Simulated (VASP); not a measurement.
# Gd (Gadolinium) with LDA + U: from relaxation to properties

What structure does Gd (Gadolinium) take at this level, and what are its properties? The steps: magnetic order: ferromagnetic, magnetic order: antiferromagnetic within the cell, magnetic order: antiferromagnetic, q = (0, 0, 1/2), magnetic order: antiferromagnetic, q = (1/2, 1/2, 1/2), magnetic order: antiferromagnetic, q = (1/2, 1/2, 0), the orders side by side, full relaxation (LDA + U), second relaxation, single point with fields (LDA + U), bands along the symmetry lines (LDA + U), density of states (LDA + U), field gradients at the nuclei (LDA + U) and optical spectrum (LDA + U). The start is a cell from a database of measured crystal structures.

Main program and level: VASP 6.6.1; LDA, DFT+U (Gd f 5 eV), spin-polarised from a ferromagnetic start; plane waves and PAW (Gd), in the first sound run; inputs show where later runs differ.

## Step 1: The structure

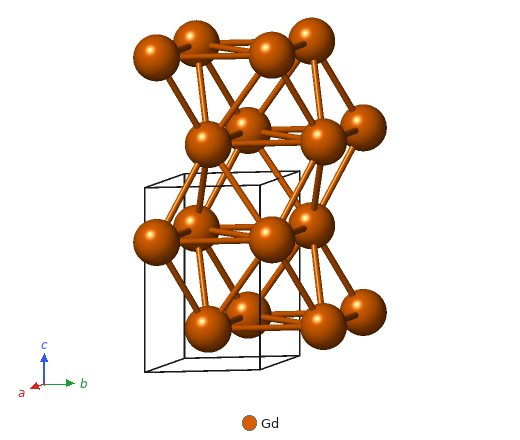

The starting structure, seen slightly off an axis (gadolinium orange). 2×2×2 cells are drawn.

Coordinates:

```xyz
2
Lattice="3.6360 0.0000 0.0000 -1.8180 3.1489 0.0000 0.0000 0.0000 5.7826" Properties=species:S:1:pos:R:3 pbc="T T T"
Gd    0.0000    2.0992    1.4457
Gd    1.8180    1.0496    4.3369
```

## Step 2: Magnetic order: ferromagnetic

The properties of a magnet depend on its order, so a few collinear patterns are compared first on the cell as listed, beginning with all moments parallel. LDA, the lowest rung, knows the local density alone. A Hubbard U penalises fractional filling of the localised shell, which semilocal functionals favour.

INCAR

```
SYSTEM = Gd
PREC = Accurate
ENCUT = 450
EDIFF = 1E-06
NELM = 150
ISMEAR = 1
SIGMA = 0.2
LREAL = .FALSE.
ALGO = Normal
GGA = CA
NBANDS = 34
ISPIN = 2
MAGMOM = 7 7
LDAU = .TRUE.
LDAUTYPE = 2
LDAUL = 3
LDAUU = 5
LDAUJ = 0
LDAUPRINT = 1
LASPH = .TRUE.
LMAXMIX = 6
AMIX = 0.2
BMIX = 1E-04
AMIX_MAG = 0.8
BMIX_MAG = 1E-04
LORBIT = 11
LWAVE = .FALSE.
LCHARG = .FALSE.
KPAR = 4
ISIF = 2
```

POSCAR

```
Gd
1.0
    3.6360000000      0.0000000000      0.0000000000
   -1.8180000000      3.1488683682      0.0000000000
    0.0000000000      0.0000000000      5.7826000000
Gd
2
Direct
    0.3333333333      0.6666666667      0.2500000000
    0.6666666667      0.3333333333      0.7500000000
```

KPOINTS

```
Automatic mesh
0
Gamma
7 7 4
0 0 0
```

The projector-augmented-wave data sets are Gd (PBE family, release 64).

Run with:

```console
$ mpirun -np 4 vasp_std
```

The program printed:

```text
[banner, memory and clock lines left out]
running    4 mpi-ranks, on    1 nodes
 distrk:  each k-point on    1 cores,    4 groups
 distr:  one band on    1 cores,    1 groups

 POSCAR found type information on POSCAR Gd
 POSCAR found :  1 types and       2 ions
|                                                                             |
|               ----> ADVICE to this user running VASP <----                  |
|                                                                             |
|     You enforced a specific xc type in the INCAR file but a different       |
|     [... a line on the potential file left out ...]
|     I HOPE YOU KNOW WHAT YOU ARE DOING!                                     |
|                                                                             |

 LDA part: xc-table for (Slater(with rela. corr.)+CA(PZ))
 , standard interpolation
 POSCAR, INCAR and KPOINTS ok, starting setup
 FFT: planning ... GRIDC
 FFT: planning ... GRID_SOFT
 FFT: planning ... GRID
 WAVECAR not read
 entering main loop
       N       E                     dE             d eps       ncg     rms          rms(c)
DAV:   1     0.258075575817E+03    0.25808E+03   -0.10561E+04  4632   0.461E+03
DAV:   2     0.431692914569E+02   -0.21491E+03   -0.18525E+03  4680   0.433E+02
DAV:   3    -0.441873944624E+01   -0.47588E+02   -0.46039E+02  5300   0.149E+02
DAV:   4    -0.123388382071E+02   -0.79201E+01   -0.78600E+01  6334   0.506E+01
DAV:   5    -0.132240124817E+02   -0.88517E+00   -0.88275E+00  6278   0.169E+01    0.535E+01
DAV:   6    -0.219474139830E+02   -0.87234E+01   -0.85554E+00  5324   0.859E+01    0.358E+01
DAV:   7    -0.226134811109E+02   -0.66607E+00   -0.17829E+00  5816   0.161E+01    0.431E+01
DAV:   8    -0.226372928735E+02   -0.23812E-01   -0.20935E-01  6200   0.231E+00    0.551E+01
DAV:   9    -0.226362296555E+02    0.10632E-02   -0.53058E-02  5070   0.248E+00    0.339E+01
DAV:  10    -0.226401682166E+02   -0.39386E-02   -0.39533E-02  5654   0.150E+00    0.623E+00
DAV:  11    -0.226425056173E+02   -0.23374E-02   -0.37905E-03  6004   0.393E-01    0.141E+00
DAV:  12    -0.226417826365E+02    0.72298E-03   -0.10558E-03  5150   0.407E-01    0.105E+00
DAV:  13    -0.226414647829E+02    0.31785E-03   -0.83124E-04  5798   0.270E-01    0.130E+00
DAV:  14    -0.226414210099E+02    0.43773E-04   -0.32816E-04  5914   0.746E-02    0.256E-01
DAV:  15    -0.226414071429E+02    0.13867E-04   -0.72141E-05  5332   0.117E-01    0.435E-02
DAV:  16    -0.226414055029E+02    0.16400E-05   -0.16181E-05  5982   0.385E-02    0.102E-01
DAV:  17    -0.226414054258E+02    0.77114E-07   -0.14444E-06  3606   0.850E-03
   1 F= -.22641405E+02 E0= -.22641602E+02  d E =0.589972E-03  mag=    15.4889
```

It took 25 s on 4 MPI ranks of Intel Xeon 6975P-C (Granite Rapids), shared host; peak memory 0.81 GiB; 98 s of CPU time.

Lines that name or quote the potential files are left out of all logs, and their timing lines are given in words.

From OUTCAR (step 2):

```text
ion  position               nearest neighbor table
   1  0.333  0.667  0.250-
   2  0.667  0.333  0.750-

  LATTYP: Found a hexagonal cell.
 ALAT       =     3.6360000000
 C/A-ratio  =     1.5903740374

 Subroutine GETGRP returns: Found 24 space group operations
 (whereof 12 operations were pure point group operations)

The static configuration has the point symmetry D_3d.
 The point group associated with its full space group is D_6h.

 Found     24 irreducible k-points:

   k-points           NKPTS =     24   k-points in BZ     NKDIM =     24   number of bands    NBANDS=     34

   dimension x,y,z NGX =    28 NGY =   28 NGZ =   40
   dimension x,y,z NGXF=    56 NGYF=   56 NGZF=   80

   ENCUT  =  450.0 eV  33.07 Ry    5.75 a.u.   6.29  6.29 10.00*2*pi/ulx,y,z

   NELECT =      36.0000    total number of electrons

 k-points in reciprocal lattice and weights: Automatic mesh
   0.00000000  0.00000000  0.00000000       0.005
   0.14285714 -0.00000000  0.00000000       0.031
   0.28571429  0.00000000  0.00000000       0.031
   0.42857143 -0.00000000  0.00000000       0.031
   0.14285714  0.14285714  0.00000000       0.031
   0.28571429  0.14285714  0.00000000       0.061
   0.42857143  0.14285714  0.00000000       0.031
   0.28571429  0.28571429  0.00000000       0.031
   0.00000000  0.00000000  0.25000000       0.010
[...]
0.42857143  0.14285714  0.50000000       0.031
   0.28571429  0.28571429  0.50000000       0.031

atom =   1  type =  1  l = 3

 onsite density matrix

spin component  1

  0.9901  0.0000  0.0000  0.0000 -0.0000  0.0000 -0.0000
  0.0000  0.9895 -0.0000 -0.0000 -0.0000  0.0000  0.0000
  0.0000 -0.0000  0.9891 -0.0000 -0.0000  0.0000  0.0000
  0.0000 -0.0000 -0.0000  0.9900  0.0000  0.0000 -0.0000
 -0.0000 -0.0000 -0.0000  0.0000  0.9891  0.0000  0.0000
  0.0000  0.0000  0.0000  0.0000  0.0000  0.9895 -0.0000
 -0.0000  0.0000  0.0000 -0.0000  0.0000 -0.0000  0.9891

spin component  2

  0.0014 -0.0000  0.0000  0.0000 -0.0000 -0.0000  0.0000
 -0.0000  0.0014 -0.0000  0.0000 -0.0000 -0.0000 -0.0000
  0.0000 -0.0000  0.0008  0.0000 -0.0000 -0.0000  0.0000
  0.0000  0.0000  0.0000  0.0009  0.0000  0.0000  0.0000
 -0.0000 -0.0000 -0.0000  0.0000  0.0008 -0.0000  0.0000
 -0.0000 -0.0000 -0.0000  0.0000 -0.0000  0.0014  0.0000
  0.0000 -0.0000  0.0000  0.0000  0.0000  0.0000  0.0007

 occupancies and eigenvectors

  o =  0.0007  v =  0.0000  0.0000  0.0000  0.0000  0.0000  0.0000  0.0000 -0.0000 -0.0000 -0.0000  0.0000 -0.0000  0.0000  1.0000      0.0000  0.0000  0.0000  0.0000  0.0000  0.0000  0.0000  0.0000  0.0000  0.0000  0.0000  0.0000  0.0000  0.0000
  o =  0.0008  v =  0.0000  0.0000  0.0000  0.0000  0.0000  0.0000  0.0000 -0.0000  0.0000  0.0004 -0.0000  1.0000 -0.0000  0.0000      0.0000  0.0000  0.0000  0.0000  0.0000  0.0000  0.0000  0.0000  0.0000  0.0000  0.0000  0.0000  0.0000  0.0000
  o =  0.0008  v =  0.0000  0.0000  0.0000  0.0000  0.0000  0.0000  0.0000 -0.0000  0.0000  1.0000 -0.0000 -0.0004  0.0000 -0.0000      0.0000  0.0000  0.0000  0.0000  0.0000  0.0000  0.0000  0.0000  0.0000  0.0000  0.0000  0.0000  0.0000  0.0000
  o =  0.0009  v =  0.0000  0.0000  0.0000  0.0000  0.0000  0.0000  0.0000  0.0000 -0.0000 -0.0000 -1.0000 -0.0000  0.0000  0.0000      0.0000  0.0000  0.0000  0.0000  0.0000  0.0000  0.0000  0.0000  0.0000  0.0000  0.0000  0.0000  0.0000  0.0000
  o =  0.0014  v =  0.0000  0.0000  0.0000  0.0000  0.0000  0.0000  0.0000  0.0000  0.9640 -0.0000  0.0000  0.0000  0.2659  0.0000      0.0000  0.0000  0.0000  0.0000  0.0000  0.0000  0.0000  0.0000  0.0000  0.0000  0.0000  0.0000  0.0000  0.0000
  o =  0.0014  v =  0.0000  0.0000  0.0000  0.0000  0.0000  0.0000  0.0000 -0.0000  0.2659 -0.0000 -0.0000 -0.0000 -0.9640  0.0000      0.0000  0.0000  0.0000  0.0000  0.0000  0.0000  0.0000  0.0000  0.0000  0.0000  0.0000  0.0000  0.0000  0.0000
  o =  0.0014  v =  0.0000  0.0000  0.0000  0.0000  0.0000  0.0000  0.0000 -1.0000  0.0000 -0.0000 -0.0000  0.0000  0.0000 -0.0000      0.0000  0.0000  0.0000  0.0000  0.0000  0.0000  0.0000  0.0000  0.0000  0.0000  0.0000  0.0000  0.0000  0.0000
  o =  0.9891  v =  0.0000  0.0000 -0.0000 -0.0000 -0.0000  0.0000  1.0000  0.0000  0.0000  0.0000  0.0000  0.0000  0.0000  0.0000      0.0000  0.0000  0.0000  0.0000  0.0000  0.0000  0.0000  0.0000  0.0000  0.0000  0.0000  0.0000  0.0000  0.0000
  o =  0.9891  v =  0.0000  0.0000 -0.0000 -0.0000 -1.0000 -0.0000 -0.0000  0.0000  0.0000  0.0000  0.0000  0.0000  0.0000  0.0000      0.0000  0.0000  0.0000  0.0000  0.0000  0.0000  0.0000  0.0000  0.0000  0.0000  0.0000  0.0000  0.0000  0.0000
  o =  0.9891  v = -0.0000  0.0000  1.0000  0.0000 -0.0000 -0.0000 -0.0000  0.0000  0.0000  0.0000  0.0000  0.0000  0.0000  0.0000      0.0000  0.0000  0.0000  0.0000  0.0000  0.0000  0.0000  0.0000  0.0000  0.0000  0.0000  0.0000  0.0000  0.0000
  o =  0.9895  v =  0.0000 -0.9640  0.0000  0.0000 -0.0000 -0.2660  0.0000  0.0000  0.0000  0.0000  0.0000  0.0000  0.0000  0.0000      0.0000  0.0000  0.0000  0.0000  0.0000  0.0000  0.0000  0.0000  0.0000  0.0000  0.0000  0.0000  0.0000  0.0000
  o =  0.9895  v =  0.0000  0.2660 -0.0000  0.0000  0.0000 -0.9640  0.0000  0.0000  0.0000  0.0000  0.0000  0.0000  0.0000  0.0000      0.0000  0.0000  0.0000  0.0000  0.0000  0.0000  0.0000  0.0000  0.0000  0.0000  0.0000  0.0000  0.0000  0.0000
  o =  0.9900  v = -0.0000 -0.0000 -0.0000  1.0000 -0.0000  0.0000  0.0000  0.0000  0.0000  0.0000  0.0000  0.0000  0.0000  0.0000      0.0000  0.0000  0.0000  0.0000  0.0000  0.0000  0.0000  0.0000  0.0000  0.0000  0.0000  0.0000  0.0000  0.0000
  o =  0.9901  v =  1.0000  0.0000  0.0000  0.0000 -0.0000  0.0000 -0.0000  0.0000  0.0000  0.0000  0.0000  0.0000  0.0000  0.0000      0.0000  0.0000  0.0000  0.0000  0.0000  0.0000  0.0000  0.0000  0.0000  0.0000  0.0000  0.0000  0.0000  0.0000

atom =   2  type =  1  l = 3

 onsite density matrix

spin component  1

  0.9901  0.0000  0.0000  0.0000 -0.0000  0.0000  0.0000
  0.0000  0.9895 -0.0000 -0.0000  0.0000  0.0000  0.0000
  0.0000 -0.0000  0.9891 -0.0000 -0.0000 -0.0000  0.0000
  0.0000 -0.0000 -0.0000  0.9900  0.0000  0.0000 -0.0000
 -0.0000  0.0000 -0.0000  0.0000  0.9891  0.0000  0.0000
  0.0000  0.0000 -0.0000  0.0000  0.0000  0.9895  0.0000
  0.0000  0.0000  0.0000 -0.0000  0.0000  0.0000  0.9891

spin component  2

  0.0014  0.0000  0.0000  0.0000 -0.0000  0.0000 -0.0000
  0.0000  0.0014 -0.0000  0.0000  0.0000 -0.0000 -0.0000
  0.0000 -0.0000  0.0008 -0.0000 -0.0000  0.0000  0.0000
  0.0000  0.0000 -0.0000  0.0009 -0.0000  0.0000  0.0000
 -0.0000  0.0000 -0.0000 -0.0000  0.0008  0.0000  0.0000
  0.0000 -0.0000  0.0000  0.0000  0.0000  0.0014 -0.0000
[...]
o =  0.0008  v =  0.0000  0.0000  0.0000  0.0000  0.0000  0.0000  0.0000 -0.0000 -0.0000  0.0004 -0.0000  1.0000 -0.0000  0.0000      0.0000  0.0000  0.0000  0.0000  0.0000  0.0000  0.0000  0.0000  0.0000  0.0000  0.0000  0.0000  0.0000  0.0000
  o =  0.0008  v =  0.0000  0.0000  0.0000  0.0000  0.0000  0.0000  0.0000  0.0000 -0.0000 -1.0000 -0.0000  0.0004  0.0000  0.0000      0.0000  0.0000  0.0000  0.0000  0.0000  0.0000  0.0000  0.0000  0.0000  0.0000  0.0000  0.0000  0.0000  0.0000
  o =  0.0009  v =  0.0000  0.0000  0.0000  0.0000  0.0000  0.0000  0.0000 -0.0000 -0.0000 -0.0000  1.0000  0.0000 -0.0000 -0.0000      0.0000  0.0000  0.0000  0.0000  0.0000  0.0000  0.0000  0.0000  0.0000  0.0000  0.0000  0.0000  0.0000  0.0000
  o =  0.0014  v =  0.0000  0.0000  0.0000  0.0000  0.0000  0.0000  0.0000 -0.0000  0.0075 -0.0000  0.0000 -0.0000  1.0000  0.0000      0.0000  0.0000  0.0000  0.0000  0.0000  0.0000  0.0000  0.0000  0.0000  0.0000  0.0000  0.0000  0.0000  0.0000
  o =  0.0014  v =  0.0000  0.0000  0.0000  0.0000  0.0000  0.0000  0.0000  0.0000 -1.0000  0.0000  0.0000 -0.0000  0.0075  0.0000      0.0000  0.0000  0.0000  0.0000  0.0000  0.0000  0.0000  0.0000  0.0000  0.0000  0.0000  0.0000  0.0000  0.0000
  o =  0.0014  v =  0.0000  0.0000  0.0000  0.0000  0.0000  0.0000  0.0000 -1.0000 -0.0000 -0.0000 -0.0000  0.0000 -0.0000  0.0000      0.0000  0.0000  0.0000  0.0000  0.0000  0.0000  0.0000  0.0000  0.0000  0.0000  0.0000  0.0000  0.0000  0.0000
  o =  0.9891  v =  0.0000 -0.0000  0.0000  0.0000  0.0000  0.0000 -1.0000  0.0000  0.0000  0.0000  0.0000  0.0000  0.0000  0.0000      0.0000  0.0000  0.0000  0.0000  0.0000  0.0000  0.0000  0.0000  0.0000  0.0000  0.0000  0.0000  0.0000  0.0000
  o =  0.9891  v =  0.0000  0.0000 -0.0000 -0.0000 -1.0000 -0.0000 -0.0000  0.0000  0.0000  0.0000  0.0000  0.0000  0.0000  0.0000      0.0000  0.0000  0.0000  0.0000  0.0000  0.0000  0.0000  0.0000  0.0000  0.0000  0.0000  0.0000  0.0000  0.0000
  o =  0.9891  v = -0.0000 -0.0000  1.0000 -0.0000 -0.0000  0.0000 -0.0000  0.0000  0.0000  0.0000  0.0000  0.0000  0.0000  0.0000      0.0000  0.0000  0.0000  0.0000  0.0000  0.0000  0.0000  0.0000  0.0000  0.0000  0.0000  0.0000  0.0000  0.0000
  o =  0.9895  v = -0.0000  0.9989  0.0000 -0.0000  0.0000  0.0468 -0.0000  0.0000  0.0000  0.0000  0.0000  0.0000  0.0000  0.0000      0.0000  0.0000  0.0000  0.0000  0.0000  0.0000  0.0000  0.0000  0.0000  0.0000  0.0000  0.0000  0.0000  0.0000
  o =  0.9895  v =  0.0000  0.0468  0.0000  0.0000  0.0000 -0.9989 -0.0000  0.0000  0.0000  0.0000  0.0000  0.0000  0.0000  0.0000      0.0000  0.0000  0.0000  0.0000  0.0000  0.0000  0.0000  0.0000  0.0000  0.0000  0.0000  0.0000  0.0000  0.0000
  o =  0.9900  v = -0.0000 -0.0000  0.0000  1.0000 -0.0000  0.0000  0.0000  0.0000  0.0000  0.0000  0.0000  0.0000  0.0000  0.0000      0.0000  0.0000  0.0000  0.0000  0.0000  0.0000  0.0000  0.0000  0.0000  0.0000  0.0000  0.0000  0.0000  0.0000
  o =  0.9901  v =  1.0000  0.0000  0.0000  0.0000 -0.0000  0.0000  0.0000  0.0000  0.0000  0.0000  0.0000  0.0000  0.0000  0.0000      0.0000  0.0000  0.0000  0.0000  0.0000  0.0000  0.0000  0.0000  0.0000  0.0000  0.0000  0.0000  0.0000  0.0000

 average (electrostatic) potential at core
       1 -43.1221       2 -43.1221

 E-fermi :   2.7369

 spin component 1
 k-point     1 :       0.0000    0.0000    0.0000
  band No.  band energies     occupation
    ...
     20      -4.7349      1.00000
     21      -4.7117      1.00000
     22      -4.7071      1.00000
     23      -2.3134      1.00000
     24       0.2449      1.00000
     25       3.8312     -0.00000
     26       3.9349     -0.00000
     27       3.9349     -0.00000
     28       4.1080     -0.00000
     29       4.5576     -0.00000
    ...

 k-point     2 :       0.1429   -0.0000    0.0000
  band No.  band energies     occupation
    ...
     20      -4.7408      1.00000
     21      -4.7250      1.00000
     22      -4.7180      1.00000
     23      -1.8453      1.00000
     24       0.6893      1.00000
     25       3.1789     -0.00383
     26       3.1861     -0.00333
     27       4.1113     -0.00000
     28       4.3991     -0.00000
     29       4.6611     -0.00000
    ...

 k-point     3 :       0.2857    0.0000    0.0000
  band No.  band energies     occupation
    ...
     22      -4.7197      1.00000
     23      -0.6806      1.00000
     24       1.3036      1.00000
     25       2.1029      1.00004
     26       2.6221      0.90798
     27       3.6860     -0.00000
     28       4.0951     -0.00000
     29       4.1242     -0.00000
     30       5.6980     -0.00000
     31       5.7335     -0.00000
    ...

 k-point     4 :       0.4286   -0.0000    0.0000
  band No.  band energies     occupation
    ...
     22      -4.7174      1.00000
     23       0.4045      1.00000
     24       1.0256      1.00000
     25       1.4413      1.00000
     26       2.6311      0.88556
     27       3.7118     -0.00000
     28       3.8100     -0.00000
     29       4.2803     -0.00000
     30       7.3502      0.00000
     31       7.4677      0.00000
    ...

 k-point     5 :       0.1429    0.1429    0.0000
  band No.  band energies     occupation
    ...
     22      -4.7294      1.00000
     23      -1.0071      1.00000
     24       1.3730      1.00000
     25       2.4166      1.02301
     26       2.5159      1.03286
     27       3.7068     -0.00000
     28       3.8906     -0.00000
     29       4.5730     -0.00000
     30       5.1126     -0.00000
     31       5.3690     -0.00000
    ...

 k-point     6 :       0.2857    0.1429    0.0000
  band No.  band energies     occupation
    ...
     22      -4.7293      1.00000
     23       0.2558      1.00000
     24       1.5455      1.00000
     25       1.6814      1.00000
     26       2.3285      1.00697
     27       3.4658     -0.00000
     28       3.9282     -0.00000
     29       4.0537     -0.00000
     30       6.0436     -0.00000
     31       6.8386      0.00000
    ...

  Total       -1.5817323     -1.5817323     -1.5897133      0.0000000      0.0000000      0.0000000
  in kB      -38.2773646    -38.2773646    -38.4705015      0.0000000      0.0000000      0.0000000
  external PRESSURE =     -38.3417436 kB  Pullay stress =       0.0000000 kB

  energy-cutoff  :      450.00
  volume of cell :       66.21
      direct lattice vectors                 reciprocal lattice vectors
     3.636000000  0.000000000  0.000000000     0.275027503  0.158787203  0.000000000
    -1.818000000  3.148868368  0.000000000     0.000000000  0.317574405  0.000000000
     0.000000000  0.000000000  5.782600000     0.000000000  0.000000000  0.172932591

 POSITION                                       TOTAL-FORCE (eV/Angst)
 -----------------------------------------------------------------------------------
     -0.00000      2.09925      1.44565        -0.000000      0.000000      0.000000
      1.81800      1.04962      4.33695         0.000000     -0.000000      0.000000
 -----------------------------------------------------------------------------------
    total drift:                                0.000000     -0.000000      0.000000

  FREE ENERGIE OF THE ION-ELECTRON SYSTEM (eV)
  ---------------------------------------------------
  free  energy   TOTEN  =       -22.6414054258 eV

  energy  without entropy=      -22.6419953980  energy(sigma->0) =      -22.64160208

 total charge
# of ion       s       p       d       f       tot
--------------------------------------------------
    1        2.073   5.531   0.617   6.929  15.150
    2        2.073   5.531   0.617   6.929  15.150
--------------------------------------------------
tot          4.147  11.062   1.234  13.857  30.300

 magnetization (x)
# of ion       s       p       d       f       tot
--------------------------------------------------
    1        0.005  -0.033   0.239   6.914   7.124
    2        0.005  -0.033   0.239   6.914   7.124
--------------------------------------------------
tot          0.010  -0.067   0.478  13.827  14.249

[... 6 further parts left out ...]
```

The k-mesh is coarse for a metal. The PAW data sets were made with PBE, a small mismatch for LDA. At this level the cell is under a tension of 3.8 GPa, so at these settings it is away from equilibrium.

This step gave:

| Item | Value |
| --- | --- |
| SCF cycles | 17 |
| electrons | 36 |
| bands | 34 |
| irreducible k-points | 24 |
| symmetry operations | 24 |
| free energy (TOTEN) | -22.64 eV |
| energy at zero smearing | -22.64 eV |
| Fermi energy | 2.737 eV |
| pressure | -3.834 GPa |
| moment of the cell, from the last line of the log | 15.49 μB |
| metallic | yes |

Spin moment in the PAW sphere by atom:

```tsv
atom	spin moment in the PAW sphere (μB)
Gd1	7.12
Gd2	7.12
```

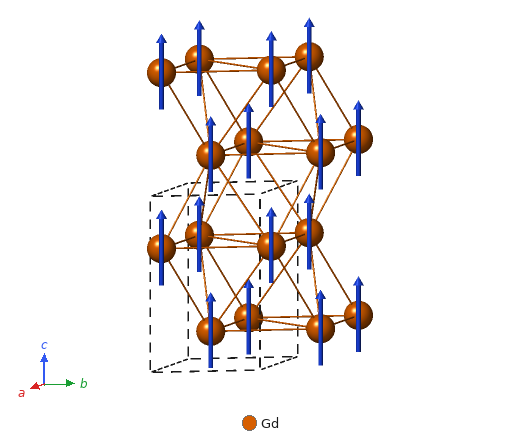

Spin moment in the PAW sphere as arrows, the longest 7.12 μB. Up and down stand for the sign. Arrows give size and sign along the axis of quantisation, drawn up and down the page. 2×2×2 cells are drawn.

The run ends ferromagnetic with a largest moment of 7.12 μB, and the mesh shows no gap.

(Continued in part 2 of 12.)

[Lines on the potential files, build, host, timing and source positions are cut from VASP's logs without a mark.]

[Logs are printed without paths, hosts, clocks, repeated set-up lines and the standing remarks that a program may print on its own settings, such as how far it seeks lower states.]

[Hosts, paths, dates, database ids (printed as entryN), source tags and the programs' standing remarks are cut or masked in the printed files.]

[A measured line is paired with the nearest computed mode of its activity, which favours agreement.]

[In band tables of VASP the shares of atoms and orbitals are scaled to a sum of 1 inside the atoms' spheres.]
